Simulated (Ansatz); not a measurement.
# Single-point calculation, with input and output: BSiH$_{3}$Br (charge −1)

- system: BSiH$_{3}$Br, charge −1
- method: RKS PBE0-D4/def2-TZVPPD (Ansatz 0.2.0)

The geometry comes from this level: PBE0-D4/def2-TZVPD.

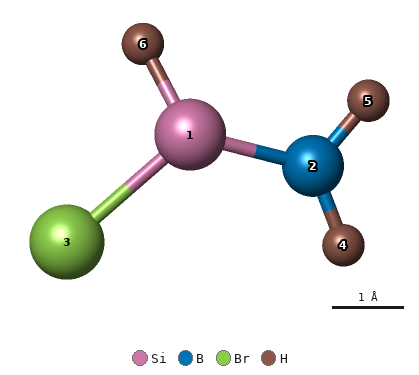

Fig. 1: The input geometry (ball-and-stick view, seen on its broad side; atoms are numbered from 1 in the order of the input). Bond lengths as drawn: Br–Si 2.33 Å, B–H 1.20 to 1.21 Å, B–Si 1.87 Å and H–Si 1.50 Å.

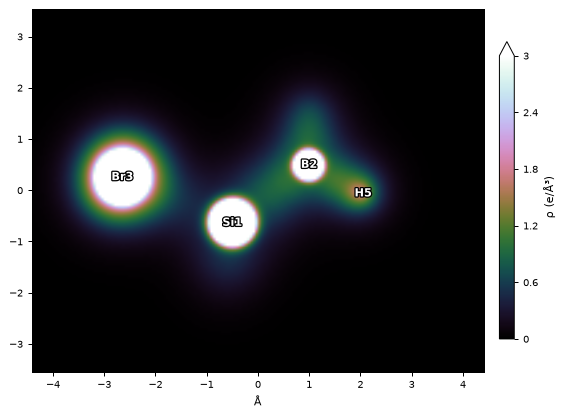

Fig. 2: Total electron density on the plane of atoms B2, Si1 and Br3. Si–B (1.87 Å): ρ is about 0.88 e/Å³ halfway. Si–Br (2.33 Å): ρ at the midpoint is about 0.62 e/Å³, with its minimum of 0.47 e/Å³ about 0.8 Å from Si. B–H (1.21 Å): ρ is about 1.2 e/Å³ halfway.

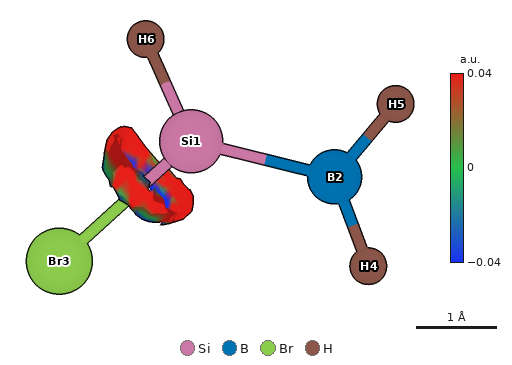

Fig. 3: Non-covalent interaction (NCI) plot: the surface where the reduced density gradient is 0.4, for densities under 0.05 a.u., coloured by sign(λ₂)ρ; seen face on.

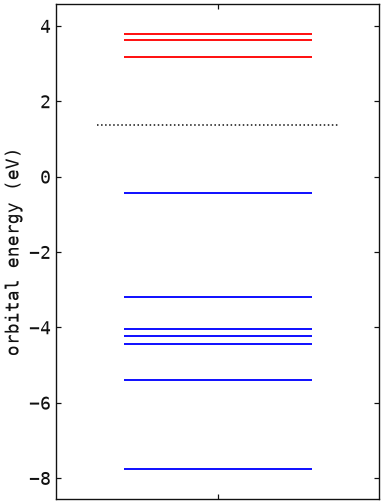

Fig. 4: Orbital energies near the frontier; the dotted line parts filled from empty levels, and levels within 0.02 eV of each other stand side by side. Highest filled −0.43 eV, lowest empty 3.17 eV, 3.60 eV apart.

The input that produced these results follows, with the program's output.

Input file:
```yaml
crystal:
  periodic: [false, false, false]
  atoms:
    - {symbol: Si, position_ang: [0.844979, -0.187846, 0.285628]}
    - {symbol: B, position_ang: [-0.768006, 0.448859, -0.416649]}
    - {symbol: Br, position_ang: [1.183886, -2.473675, 0.595553]}
    - {symbol: H, position_ang: [-1.478695, -0.181094, -1.157697]}
    - {symbol: H, position_ang: [-0.908307, 1.650181, -0.358084]}
    - {symbol: H, position_ang: [1.471977, 0.370188, 1.526676]}
basis:
  gaussian: {orbitals: "def2-TZVPPD.json"}
total_charge: -1
hamiltonian: {xc: pbe0, dispersion: d4}
output: {orbitals: {seedname: orbitals}}
```

Command:
```bash
ansatz run in.yaml --threads 2 --pin off --events-out ev --progress --plain --max-ram 4352MiB
```

Output:
```
Functional definition: PBE0
  name "PBE0"
  cite "Adamo & Barone, J. Chem. Phys. 110, 6158 (1999) doi:10.1063/1.478522"
  cite "Perdew, Burke & Ernzerhof, Phys. Rev. Lett. 77, 3865 (1996) doi:10.1103/PhysRevLett.77.3865"
  parent pbe
  parameter a = 0.25
  parameter kappa = 0.804
  parameter beta = 0.06672455060314922
  exchange = (1 - a)*pbe_x(kappa = kappa, mu = beta*pi^2/3) + a*exact_x
  correlation = pbe_c(beta = beta)
1136 factors; their error is unknown
mean field evaluation 1: about -78631.8755 eV, gradient 4.2e1 eV
mean field evaluation 2: about -78620.3353 eV, gradient 6.7e1 eV
mean field evaluation 4: about -78637.9834 eV, gradient 3.4e0 eV
mean field evaluation 8: about -78638.3452 eV, gradient 4.5e-1 eV
mean field evaluation 16: about -78638.3454 eV, gradient 4.4e-5 eV
mean field -78638.34535993 eV, -2889.9058889923 hartree, gradient 4.4e-5 eV, S^2 0.000000; 0 other end points of the search recorded, 0 dependent functions left out
reference -78638.34540329 eV, -2889.9058905860 hartree; 29, 29 occupied and 164, 164 virtual orbitals, 1136 factors
Total energy: -78638.47112731 eV, -2889.9105108586 hartree
```

Key numbers:

- outcome: converged
- total energy: −78638.4711 eV
- mean-field energy: −78638.3454 eV
- dispersion energy: −0.1257 eV
- SCF solution under orbital rotations: stable
- HOMO: −0.43 eV
- LUMO: 3.17 eV
- hardware: 2 threads of Arm Neoverse V1, 23 GiB of memory available, shared host
- wall time: 4.1 s (CPU time 8 s)
- peak memory: 0.42 GiB
